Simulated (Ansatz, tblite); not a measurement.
# The cluster Al3S3+: spin states and exact exchange

Aim: set other spin states of the cluster Al3S3+ against its singlet, on many levels of theory.

Program: Ansatz 0.2.0, Gaussian basis. Level of theory: as each input shows. These are calculated values, not measurements.

The runs, in order: triplet, at the geometry of the singlet (GFN1-xTB, GFN2-xTB, PBE0-D4/def2-TZVP, PBE-D4/def2-TZVP, r2SCAN-D4/def2-TZVP); the singlet's energies come from earlier runs.

3 further runs of the same task are left out: 3 set aside as unsound or not needed.

## 1. The geometry

The singlet was relaxed beforehand with r2SCAN-D4/def2-SVP. At that level it is the lowest of the isomers that a small search found.

6 atoms, charge 1, spin multiplicity 1.

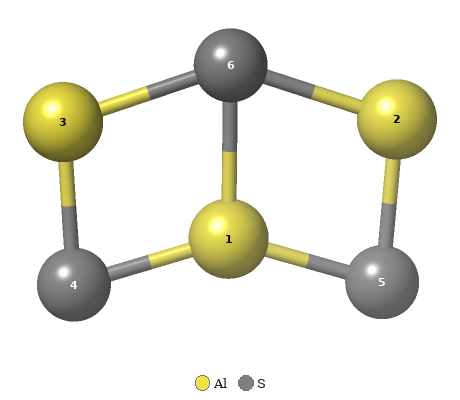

The structure; aluminium yellow, sulfur grey; atoms are numbered from 1 in the order of the file.

The ion is computed in the gas phase, without counter-ions or solvent.

## 2. Triplet at the fixed geometry, GFN1-xTB

Tight binding, by tblite at 300 K electronic temperature and without a spin-polarisation term:

```python
tblite.interface.Calculator('GFN1-xTB', numbers, positions, charge=1, uhf=2).singlepoint()
```

Energy -400.3467 eV; 0.009 s.

## 3. Triplet at the fixed geometry, GFN2-xTB

Tight binding, by tblite at 300 K electronic temperature and without a spin-polarisation term:

```python
tblite.interface.Calculator('GFN2-xTB', numbers, positions, charge=1, uhf=2).singlepoint()
```

Energy -342.5894 eV; 0.01 s.

## 4. Triplet at the fixed geometry, PBE0-D4/def2-TZVP

in.yaml reads:

```yaml
crystal:
  periodic: [false, false, false]
  atoms:
    - {symbol: Al, position_ang: [-0.317283, -0.651194, -0.016259]}
    - {symbol: Al, position_ang: [2.394901, -0.188124, -0.014393]}
    - {symbol: Al, position_ang: [-1.624893, 1.768972, 0.054149]}
    - {symbol: S, position_ang: [-2.440094, -0.294957, -0.000696]}
    - {symbol: S, position_ang: [1.272094, -2.102338, -0.060131]}
    - {symbol: S, position_ang: [0.715274, 1.467651, 0.037330]}
basis:
  gaussian: {orbitals: def2-TZVP}
total_charge: 1
magnetization: {spin_polarized: true, initial_magnetization: 2}
hamiltonian: {xc: pbe0, dispersion: d4}
scf: {omitted_lower_state_checks: [starts]}
output: {orbitals: {seedname: orbitals}}
```

Command:

```sh
$ ansatz run in.yaml --threads 4 --pin off --events-out ev --progress --plain --max-ram 8704MiB
```

The program printed:

```text
Functional definition: PBE0
  name "PBE0"
  cite "Adamo & Barone, J. Chem. Phys. 110, 6158 (1999) doi:10.1063/1.478522"
  cite "Perdew, Burke & Ernzerhof, Phys. Rev. Lett. 77, 3865 (1996) doi:10.1103/PhysRevLett.77.3865"
  parent pbe
  parameter a = 0.25
  parameter kappa = 0.804
  parameter beta = 0.06672455060314922
  exchange = (1 - a)*pbe_x(kappa = kappa, mu = beta*pi^2/3) + a*exact_x
  correlation = pbe_c(beta = beta)
these checks for a lower state are left out or cut short: starts
1650 factors; their error is unknown
mean field evaluation 1: about -52269.8586 eV, gradient 3.3e1 eV
mean field evaluation 2: about -52266.0862 eV, gradient 4.2e1 eV
mean field evaluation 4: about -52276.4820 eV, gradient 3.7e0 eV
mean field evaluation 8: about -52276.6844 eV, gradient 1.3e-1 eV
mean field evaluation 16: about -52276.6845 eV, gradient 1.6e-4 eV
mean field -52276.68453651 eV, -1921.1327223072 hartree, gradient 7.9e-5 eV, S^2 2.005290; 0 other end points of the search recorded, 0 dependent functions left out
reference -52276.68456957 eV, -1921.1327235221 hartree; 44, 42 occupied and 178, 180 virtual orbitals, 1650 factors
Total energy: -52276.97780298 eV, -1921.1434996514 hartree
Checks for a lower state left out: starts
```

Run time: 12 s. Hardware: 4 threads of Arm Neoverse V1, shared host; peak memory 1.1 GiB.

HOMO -10.66 eV, LUMO -8.55 eV (over both spins); ⟨S²⟩ 2.005 (pure: 2.00).

## 5. Triplet at the fixed geometry, PBE-D4/def2-TZVP

start.molden holds the orbitals of an earlier run on this state, given as this run's starting guess.

in.yaml: that of step 4 with these lines changed.

```diff
@@ -10,6 +10,6 @@
 basis:
-  gaussian: {orbitals: def2-TZVP}
+  gaussian: {orbitals: def2-TZVP, initial_orbitals: start.molden}
 total_charge: 1
 magnetization: {spin_polarized: true, initial_magnetization: 2}
-hamiltonian: {xc: pbe0, dispersion: d4}
+hamiltonian: {xc: pbe, dispersion: d4}
 scf: {omitted_lower_state_checks: [starts]}
```

Launched as before.

The program printed:

```text
Functional definition: PBE
  name "PBE"
  cite "Perdew, Burke & Ernzerhof, Phys. Rev. Lett. 77, 3865 (1996) doi:10.1103/PhysRevLett.77.3865"
  parent pbe
  parameter kappa = 0.804
  parameter beta = 0.06672455060314922
  exchange = pbe_x(kappa = kappa, mu = beta*pi^2/3)
  correlation = pbe_c(beta = beta)
these checks for a lower state are left out or cut short: starts
1560 factors; their error is unknown
mean field evaluation 1: about -52272.2197 eV, gradient 1.2e1 eV
mean field evaluation 2: about -52272.3797 eV, gradient 2.6e-1 eV
mean field evaluation 4: about -52272.3633 eV, gradient 3.6e-2 eV
mean field -52272.36325960 eV, -1920.9739183099 hartree, gradient 6.8e-5 eV, S^2 2.004519; 0 other end points of the search recorded, 0 dependent functions left out
reference -52272.36330326 eV, -1920.9739199143 hartree; 44, 42 occupied and 178, 180 virtual orbitals, 1560 factors
Total energy: -52272.70097511 eV, -1920.9863291260 hartree
Checks for a lower state left out: starts
```

It took 5 s on 4 threads of Arm Neoverse V1, shared host.

HOMO -9.70 eV, LUMO -9.33 eV (over both spins); ⟨S²⟩ 2.005 (pure: 2.00).

## 6. Triplet at the fixed geometry, r2SCAN-D4/def2-TZVP

in.yaml: that of step 5 with these lines changed.

```diff
@@ -13,3 +13,3 @@
 magnetization: {spin_polarized: true, initial_magnetization: 2}
-hamiltonian: {xc: pbe, dispersion: d4}
+hamiltonian: {xc: r2scan, dispersion: d4}
 scf: {omitted_lower_state_checks: [starts]}
```

The command is unchanged.

The program printed:

```text
Functional definition: r2SCAN
  name "r2SCAN"
  cite "Furness, Kaplan, Ning, Perdew & Sun, J. Phys. Chem. Lett. 11, 8208 (2020) doi:10.1021/acs.jpclett.0c02405"
  cite "Furness, Kaplan, Ning, Perdew & Sun, J. Phys. Chem. Lett. 11, 9248 (2020) doi:10.1021/acs.jpclett.0c03077"
  parent r2scan
  parameter k0 = 0.174
  parameter k1 = 0.065
  parameter a1 = 4.9479
  exchange = r2scan_x(k0 = k0, k1 = k1, a1 = a1)
  correlation = r2scan_c
these checks for a lower state are left out or cut short: starts
1560 factors; their error is unknown
mean field evaluation 1: about -52293.0564 eV, gradient 7.9e0 eV
mean field evaluation 2: about -52293.1100 eV, gradient 1.1e-1 eV
mean field evaluation 4: about -52293.0812 eV, gradient 8.2e-4 eV
mean field -52293.08117266 eV, -1921.7352875716 hartree, gradient 2.4e-5 eV, S^2 2.007538; 0 other end points of the search recorded, 0 dependent functions left out
reference -52293.08119062 eV, -1921.7352882319 hartree; 44, 42 occupied and 178, 180 virtual orbitals, 1560 factors
Total energy: -52293.15278505 eV, -1921.7379192787 hartree
Checks for a lower state left out: starts
```

It took 14 s on 4 threads of Arm Neoverse V1, shared host.

Report: HOMO -10.01 eV, LUMO -8.80 eV (over both spins); ⟨S²⟩ 2.008 (pure: 2.00).

## 7. Triplet less singlet, vertical

The singlet's energies are those of its earlier runs, whose logs aren't repeated here.

| level | triplet less singlet, vertical (kcal/mol) | time |
| --- | --- | --- |
| GFN1-xTB | +22.6 | 0.017 s |
| GFN2-xTB | +14.2 | 0.022 s |
| PBE-D4/def2-TZVP | +5.6 | 8.5 s |
| r2SCAN-D4/def2-TZVP | -3.6 | 21 s |
| PBE0-D4/def2-TZVP | -3.7 | 18 s |

Times add the two runs; a level without a time comes out of a correlated run. Tight binding without a spin term can't rank spin states.

## 8. Summary of results

```
                                                quantity                                     value
triplet less singlet, vertical, functionals in def2-TZVP  -3.7 (PBE0-D4) to +5.6 kcal/mol (PBE-D4)
```

The functionals disagree: 2 of 3 put the triplet below the singlet, over a spread of 9.3 kcal/mol. These are electronic energies, without zero-point motion, entropy or surroundings.
